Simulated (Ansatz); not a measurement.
# One shape, several levels: triplet Si2F6

Wanted: a comparison of 6 runs (UHF/def2-SVP, UB3LYP/6-31G*, UBLYP/def2-SVP, USVWN5/def2-SVP, UMP2/def2-SVP, UCCSD/def2-SVP) of triplet Si2F6. 

The calculation is run with Ansatz 0.2.0.

19 further runs of the same task are left out: 19 set aside as unsound or not needed. Runs told in other sessions of the task aren't counted.

### Step 1. The structure to begin with

Si2F6: 8 atoms, total charge 0, spin state triplet. SMILES of the parent species: `F[Si](F)(F)[Si](F)(F)F`. The shape is that of a PBE0-D4/def2-TZVP optimisation. That shape belongs to the parent species and isn't relaxed for this state.

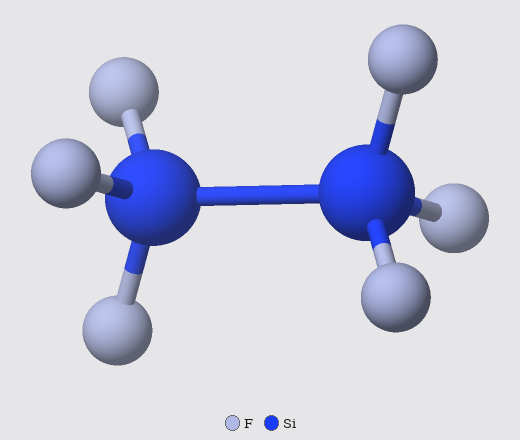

The structure, seen from a chosen angle (fluorine light blue, silicon blue).

### Step 2. A single-point energy at UHF/def2-SVP (run 1)

Contents of molecule.yaml:

```yaml
crystal:
  periodic: [false, false, false]
  atoms:
    - symbol: F
      position_ang: [0.360870, -1.835490, 1.275760]
    - symbol: Si
      position_ang: [0.788530, -0.848100, 0.126890]
    - symbol: F
      position_ang: [0.934470, -1.673030, -1.205730]
    - symbol: F
      position_ang: [2.195680, -0.244350, 0.491690]
    - symbol: Si
      position_ang: [-0.788750, 0.847840, -0.127190]
    - symbol: F
      position_ang: [-0.943620, 1.663720, 1.209990]
    - symbol: F
      position_ang: [-0.353860, 1.843300, -1.266340]
    - symbol: F
      position_ang: [-2.193320, 0.246130, -0.505090]
basis:
  gaussian:
    orbitals: def2-SVP
magnetization:
  spin_polarized: true
  initial_magnetization: 2
hamiltonian:
  xc: hf
accuracy: high
output: {orbitals: {seedname: orbitals}}
```

The run is started by

```console
$ ansatz run molecule.yaml --threads 1 --pin off --max-ram 3480MiB --events-out events.jsonl --progress --plain --runs-dir runs
```

The log of the run:

```text
Warning: RAYON_NUM_THREADS=1 ignored (pool sized by the plan → 1); use --threads N
Functional definition: HF
  name "HF"
  exchange = exact_x
  correlation = 0
2388 factors; integrals over basis functions are off by at most 3.3e-9 eV
mean field evaluation 1: about -31937.9742 eV, gradient 3.8e1 eV
mean field evaluation 2: about -31938.1377 eV, gradient 3.8e1 eV
mean field evaluation 4: about -31943.9193 eV, gradient 3.2e0 eV
mean field evaluation 8: about -31944.0743 eV, gradient 1.9e-1 eV
mean field evaluation 16: about -31944.0752 eV, gradient 5.2e-3 eV
mean field evaluation 32: about -31944.0752 eV, gradient 1.4e-6 eV
mean field evaluation 64: about -31944.0594 eV, gradient 1.4e0 eV
mean field evaluation 96: about -31944.0743 eV, gradient 7.4e-4 eV
mean field evaluation 128: about -31944.0734 eV, gradient 5.8e-4 eV
mean field evaluation 160: about -31944.0735 eV, gradient 7.1e-3 eV
mean field evaluation 192: about -31944.0751 eV, gradient 9.7e-4 eV
mean field -31944.07519581 eV, -1173.9231109743 hartree, gradient 5.0e-8 eV, S^2 2.004014; 2 other end points of the search recorded, 0 dependent functions left out
reference -31944.07519581 eV, -1173.9231109743 hartree; 42, 40 occupied and 78, 80 virtual orbitals, 2388 factors
Total energy: -31944.07519581 eV, -1173.9231109743 hartree
```

Wall time 30 s (1 thread of Intel Xeon 6975P-C (Granite Rapids), shared host); peak memory 0.68 GiB.

### Step 3. A single-point energy at UB3LYP/6-31G(d) (spherical functions) (run 2)

Contents of run.yaml:

```yaml
crystal:
  periodic: [false, false, false]
  atoms:
    - {symbol: F, position_ang: [0.360870, -1.835490, 1.275760]}
    - {symbol: Si, position_ang: [0.788530, -0.848100, 0.126890]}
    - {symbol: F, position_ang: [0.934470, -1.673030, -1.205730]}
    - {symbol: F, position_ang: [2.195680, -0.244350, 0.491690]}
    - {symbol: Si, position_ang: [-0.788750, 0.847840, -0.127190]}
    - {symbol: F, position_ang: [-0.943620, 1.663720, 1.209990]}
    - {symbol: F, position_ang: [-0.353860, 1.843300, -1.266340]}
    - {symbol: F, position_ang: [-2.193320, 0.246130, -0.505090]}
basis:
  gaussian: {orbitals: 6-31G_st_-spherical.json}
total_charge: 0
magnetization: {spin_polarized: true, initial_magnetization: 2}
hamiltonian: {xc: {name: B3LYP}}
accuracy: high
output: {orbitals: {seedname: orbitals}}
```

The basis set 6-31G* is read from a file made from the Basis Set Exchange's data (not shown).

The run is started by

```console
$ ansatz run run.yaml --threads 1 --pin off --max-ram 3480MiB --events-out events.jsonl --progress --plain --runs-dir runs
```

The log of the run:

```text
Warning: RAYON_NUM_THREADS=1 ignored (pool sized by the plan → 1); use --threads N
Functional definition: B3LYP
  name "B3LYP"
  parameter a0 = 0.2
  parameter ax = 0.72
  parameter ac = 0.81
  exchange = (1 - a0 - ax)*slater_x + ax*b88_x + a0*exact_x
  correlation = (1 - ac)*vwn_rpa_c + ac*lyp_c
2588 factors; integrals over basis functions are off by at most 1.0e-8 eV
mean field evaluation 1: about -32051.8421 eV, gradient 4.6e1 eV
mean field evaluation 2: about -32039.6039 eV, gradient 7.8e1 eV
mean field evaluation 4: about -32058.1520 eV, gradient 1.1e0 eV
mean field evaluation 8: about -32058.4318 eV, gradient 6.1e-2 eV
mean field evaluation 16: about -32058.4319 eV, gradient 6.9e-3 eV
mean field evaluation 32: about -32058.4330 eV, gradient 1.2e-5 eV
mean field evaluation 64: about -32058.4327 eV, gradient 2.1e-5 eV
mean field -32058.43303260 eV, -1178.1256839617 hartree, gradient 9.2e-8 eV, S^2 2.001870; 5 other end points of the search recorded, 0 dependent functions left out
reference -32058.43307751 eV, -1178.1256856120 hartree; 42, 40 occupied and 78, 80 virtual orbitals, 2588 factors
Total energy: -32058.43307751 eV, -1178.1256856120 hartree
```

Run time: 81 s. Hardware: 1 thread of Intel Xeon 6975P-C (Granite Rapids), shared host; peak memory 0.88 GiB.

Runs 3 to 5 aren't shown in full; the table further down has their settings and results.

### Step 4. The energy at UCCSD/def2-SVP (run 6)

Contents of job.yaml:

```yaml
basis:
  gaussian:
    orbitals: def2-SVP
crystal:
  periodic: [false, false, false]
  atoms:
    - {symbol: F, position_ang: [0.360870, -1.835490, 1.275760]}
    - {symbol: Si, position_ang: [0.788530, -0.848100, 0.126890]}
    - {symbol: F, position_ang: [0.934470, -1.673030, -1.205730]}
    - {symbol: F, position_ang: [2.195680, -0.244350, 0.491690]}
    - {symbol: Si, position_ang: [-0.788750, 0.847840, -0.127190]}
    - {symbol: F, position_ang: [-0.943620, 1.663720, 1.209990]}
    - {symbol: F, position_ang: [-0.353860, 1.843300, -1.266340]}
    - {symbol: F, position_ang: [-2.193320, 0.246130, -0.505090]}
magnetization:
  spin_polarized: true
  initial_magnetization: 2
correlation:
  method: ccsd
  frozen_orbitals: {F: 1, Si: 5}
accuracy: high
scf:
  omitted_lower_state_checks: [cluster_reference, increment]
```

The run is started by

```console
$ ansatz run job.yaml --threads 1 --pin off --max-ram 3480MiB --events-out events.jsonl --progress --plain --runs-dir runs
```

The log of the run, cut to the lines that bear on the results:

```text
Warning: RAYON_NUM_THREADS=1 ignored (pool sized by the plan → 1); use --threads N
[... 2 set-up lines as earlier in the session ...]
[...]
2388 factors; integrals over basis functions are off by at most 3.3e-9 eV
[...]
mean field -31944.07519581 eV, -1173.9231109743 hartree, gradient 5.0e-8 eV, S^2 2.004014; 4 other end points of the search recorded, 0 dependent functions left out
16 core orbitals not correlated: weight in the atoms' cores, before any rotation towards them, 1.000 or more for the frozen orbitals, at most 0.000 for the correlated occupied ones
reference -31944.07519581 eV, -1173.9231109743 hartree; 26, 24 occupied and 78, 80 virtual orbitals, 2388 factors
second order -34.70072475 eV of doubles, -0.00000000 eV of singles
cycle   1  -34.14333198 eV  change    5.6e-1 eV  update   1.4e-1
[...]
cycle  42  -35.04322927 eV  change  -5.2e-10 eV  update   6.1e-9
Total energy: -31979.11842508 eV, -1175.2109258968 hartree
Checks for a lower state left out: cluster_reference, increment
```

Wall time 6 min (1 thread of Intel Xeon 6975P-C (Granite Rapids), shared host); peak memory 3 GiB.

### Step 5. Overview of the runs

| run | level | frozen core orbitals | energy (Eh) | HOMO energy (eV) | ⟨S²⟩ | wall time |
| --- | --- | --- | --- | --- | --- | --- |
| 1 | UHF/def2-SVP | – | -1173.923111 | -6.16 | 2.004 | 30 s |
| 2 | UB3LYP/6-31G* (spherical functions) | – | -1178.125686 | -2.75 | 2.002 | 81 s |
| 3 | UBLYP/def2-SVP | – | -1177.445772 | -1.84 | 2.001 | 1.9 min |
| 4 | USVWN5/def2-SVP | – | -1171.440137 | -2.23 | 2.001 | 55 s |
| 5 | UMP2/def2-SVP | 16 | -1175.198339 | – | 2.004 | 54 s |
| 6 | UCCSD/def2-SVP | 16 | -1175.210926 | – | 2.004 | 6 min |

### Step 6. What came out

| quantity | value |
| --- | --- |
| run 6: total energy | -1175.21093 Eh |
| run 6: correlation energy (16 core orbitals frozen) | -1287.8 mEh |
| run 6: ⟨S²⟩ of the reference determinant | 2.004 |
| run 6: T1 diagnostic | 0.017 |

Below the UHF energy at the same shape and in the same basis (def2-SVP): UMP2 -1275.2 mEh; UCCSD -1287.8 mEh. Totals of different functionals can't be ranked against each other. All runs together took 12 min, the longest 6 min.
